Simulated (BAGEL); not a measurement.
# HF/6-31G(d) (density fitting with cc-pvqz-jkfit, spherical functions) run of C2HCl2F3 (2,2-Dichloro-1,1,1-trifluoroethane)

What is the energy change on altering one bond length of C2HCl2F3 (2,2-Dichloro-1,1,1-trifluoroethane) at HF/6-31G* (density fitting with cc-pvqz-jkfit, spherical functions)? 

The results are computed with BAGEL 1.2.2.

5 further runs of the same task are left out: 3 that didn't finish, 2 set aside as unsound or not needed.

**1. The structure to begin with**

The species is C2HCl2F3 (8 atoms), meant as a singlet with charge 0. SMILES: `FC(F)(F)C(Cl)Cl`. The shape is that of a PBE0-D4/def2-TZVP optimisation.

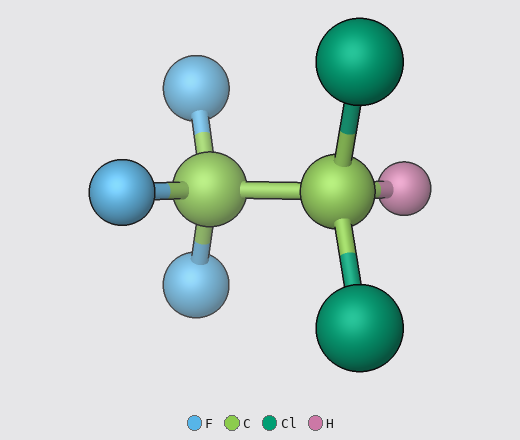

The structure, seen from a chosen angle (fluorine blue, carbon green, chlorine teal, hydrogen pink).

**2. A single-point energy at HF/6-31G(d) (density fitting with cc-pvqz-jkfit, spherical functions)**

Input file job.json:

```json
{ "bagel": [

{
  "title": "molecule",
  "basis": "6-31gs.json",
  "df_basis": "cc-pvqz-jkfit",
  "angstrom": true,
  "geometry": [
    { "atom": "F", "xyz": [      -0.219880,      -1.335100,       1.156620 ] },
    { "atom": "C", "xyz": [       0.179750,      -0.765020,       0.020570 ] },
    { "atom": "F", "xyz": [       1.491790,      -0.966290,      -0.095440 ] },
    { "atom": "F", "xyz": [      -0.429870,      -1.366410,      -0.989900 ] },
    { "atom": "C", "xyz": [      -0.109700,       0.739490,       0.067610 ] },
    { "atom": "Cl", "xyz": [      -1.826720,       1.018760,       0.311060 ] },
    { "atom": "Cl", "xyz": [       0.489820,       1.517250,      -1.388840 ] },
    { "atom": "H", "xyz": [       0.424790,       1.157290,       0.918320 ] }
  ]
},

{
  "title": "hf"
},

{
  "title": "print",
  "file": "orbitals.molden",
  "orbitals": true
}

]}
```

The basis set 6-31G* is read from a file made from the Basis Set Exchange's data (not shown).

Command:

```console
BAGEL_NUM_THREADS=1 BAGEL job.json > job.out
```

Log:

```text
* using 1 threads per process

  ===============================================================
  ===============================================================

  *** Geometry ***

  { "atom" : "F", "xyz" : [     -0.415513,     -2.522973,      2.185695 ] },
  { "atom" : "C", "xyz" : [      0.339678,     -1.445678,      0.038872 ] },
  { "atom" : "F", "xyz" : [      2.819075,     -1.826023,     -0.180355 ] },
  { "atom" : "F", "xyz" : [     -0.812337,     -2.582141,     -1.870640 ] },
  { "atom" : "C", "xyz" : [     -0.207303,      1.397434,      0.127764 ] },
  { "atom" : "Cl", "xyz" : [     -3.452001,      1.925177,      0.587818 ] },
  { "atom" : "Cl", "xyz" : [      0.925626,      2.867187,     -2.624527 ] },
  { "atom" : "H", "xyz" : [      0.802737,      2.186961,      1.735373 ] },

  Number of auxiliary basis functions:      877

  Since a DF basis is specified, we compute 2- and 3-index integrals:
    o Being stored without compression. Storage requirement is 0.082 GB

  Number of basis functions:      108
  Number of electrons      :       74

    * METHOD: MOLECULE                             0.87

  *** RHF ***

  === Nuclear Repulsion ===
   493.1800326538

      * DIIS with orbital gradients will be used.

  === RHF iteration (6-31gs.json) ===
      0      -1293.29454221          0.01918474           0.29
      1      -1293.46915016          0.01345796           0.27
      2      -1293.58599568          0.00117984           0.28
      3      -1293.58814929          0.00036468           0.28
      4      -1293.58830240          0.00009616           0.28
      5      -1293.58832172          0.00002767           0.28
      6      -1293.58832315          0.00000772           0.28
      7      -1293.58832326          0.00000172           0.28
      8      -1293.58832327          0.00000062           0.28
      9      -1293.58832327          0.00000030           0.28
     10      -1293.58832327          0.00000008           0.28
     11      -1293.58832327          0.00000004           0.28
     12      -1293.58832327          0.00000001           0.28
     13      -1293.58832327          0.00000000           0.28
    * SCF iteration converged.

    * Permanent dipole moment:
           (   -0.214716,    -0.358020,    -0.398013) a.u.

    * METHOD: HF                                   4.31

    * METHOD: PRINT                                0.02

  ===============================================================
```

It took 5.4 s on 1 thread of Arm Neoverse V2, shared host; peak memory 0.28 GiB.

**3. The distorted shape at the same level**

Input file hf.json:

```json
{ "bagel": [

{
  "title": "molecule",
  "basis": "6-31gs.json",
  "df_basis": "cc-pvqz-jkfit",
  "angstrom": "true",
  "geometry": [
    { "atom": "F", "xyz": [       1.840565,      -1.670227,       0.864477 ] },
    { "atom": "C", "xyz": [       2.240195,      -1.100147,      -0.271573 ] },
    { "atom": "F", "xyz": [       3.552235,      -1.301417,      -0.387583 ] },
    { "atom": "F", "xyz": [       1.630575,      -1.701537,      -1.282043 ] },
    { "atom": "C", "xyz": [       1.950745,       0.404363,      -0.224533 ] },
    { "atom": "Cl", "xyz": [      -1.826720,       1.018760,       0.311060 ] },
    { "atom": "Cl", "xyz": [       2.550265,       1.182123,      -1.680983 ] },
    { "atom": "H", "xyz": [       2.485235,       0.822163,       0.626177 ] }
  ]
},

{ "title": "hf" },

{ "title": "print", "file": "orbitals.molden", "orbitals": "true" }

]}
```

The basis set 6-31G* is read from a file made from the Basis Set Exchange's data (not shown).

Command:

```console
BAGEL_NUM_THREADS=1 BAGEL hf.json > hf.out
```

Log:

```text
* using 1 threads per process

  ===============================================================
  ===============================================================

  *** Geometry ***

  { "atom" : "F", "xyz" : [      3.478164,     -3.156272,      1.633625 ] },
  { "atom" : "C", "xyz" : [      4.233355,     -2.078977,     -0.513199 ] },
  { "atom" : "F", "xyz" : [      6.712751,     -2.459322,     -0.732426 ] },
  { "atom" : "F", "xyz" : [      3.081340,     -3.215439,     -2.422710 ] },
  { "atom" : "C", "xyz" : [      3.686374,      0.764135,     -0.424306 ] },
  { "atom" : "Cl", "xyz" : [     -3.452001,      1.925177,      0.587818 ] },
  { "atom" : "Cl", "xyz" : [      4.819302,      2.233889,     -3.176597 ] },
  { "atom" : "H", "xyz" : [      4.696414,      1.553663,      1.183303 ] },

  Number of auxiliary basis functions:      877

  Since a DF basis is specified, we compute 2- and 3-index integrals:
    o Being stored without compression. Storage requirement is 0.082 GB

  Number of basis functions:      108
  Number of electrons      :       74

    * METHOD: MOLECULE                             0.90

  *** RHF ***

  === Nuclear Repulsion ===
   419.8180983128

      * DIIS with orbital gradients will be used.

  === RHF iteration (6-31gs.json) ===
      0      -1292.92459001          0.02136911           0.33
      1      -1292.42344300          0.02491082           0.33
      2      -1293.22433858          0.00806913           0.34
      3      -1293.30409120          0.00392284           0.34
      4      -1293.34732488          0.00112427           0.33
      5      -1293.35783550          0.00107588           0.33
      6      -1293.36090097          0.00110962           0.33
      7      -1293.36235612          0.00048648           0.33
      8      -1293.36319767          0.00006858           0.34
      9      -1293.36321096          0.00003784           0.33
     10      -1293.36322168          0.00002490           0.33
     11      -1293.36323084          0.00001959           0.32
     12      -1293.36323867          0.00001620           0.33
     13      -1293.36324661          0.00001204           0.32
     14      -1293.36325104          0.00000693           0.32
     15      -1293.36325248          0.00000277           0.31
     16      -1293.36325259          0.00000136           0.32
     17      -1293.36325260          0.00000075           0.32
     18      -1293.36325260          0.00000045           0.32
     19      -1293.36325260          0.00000023           0.33
     20      -1293.36325260          0.00000016           0.34
     21      -1293.36325260          0.00000013           0.34
     22      -1293.36325260          0.00000009           0.33
     23      -1293.36325260          0.00000008           0.34
     24      -1293.36325260          0.00000006           0.33
     25      -1293.36325260          0.00000004           0.32
     26      -1293.36325260          0.00000002           0.33
     27      -1293.36325260          0.00000001           0.33
     28      -1293.36325260          0.00000001           0.33
    * SCF iteration converged.

    * Permanent dipole moment:
           (   -3.363830,     0.037612,     0.428216) a.u.

    * METHOD: HF                                  10.02

    * METHOD: PRINT                                0.02

  ===============================================================
```

Wall time 11 s (1 thread of Arm Neoverse V2, shared host); peak memory 0.28 GiB.

**4. Outcome**

At HF/6-31G* (density fitting with cc-pvqz-jkfit, spherical functions):

| quantity | value |
| --- | --- |
| first shape: total energy | -1293.58832 Eh |
| first shape: dipole moment | 1.47 D |
| first shape: HOMO energy | -12.69 eV |
| first shape: LUMO energy | 3.90 eV |
| first shape: HOMO–LUMO gap | 16.59 eV |
| distorted shape: total energy | -1293.36325 Eh |
| distorted shape: dipole moment | 8.62 D |
| distorted shape: HOMO energy | -9.05 eV |
| distorted shape: LUMO energy | -4.22 eV |
| distorted shape: HOMO–LUMO gap | 4.83 eV |
| energy change with the C5–Cl6 bond stretched from 1.757 to 3.864 Å | 6.124 eV |

**Reading.** One bond (distorted shape) is far stretched, which a spin-restricted single reference describes badly; a broken-symmetry solution may lie lower. With the C5–Cl6 bond stretched from 1.757 to 3.864 Å the energy rises by 6.12 eV (591 kJ/mol). The first shape isn't relaxed at this level, so the change isn't measured from a minimum. A restricted reference can't describe the breaking bond well at this length.
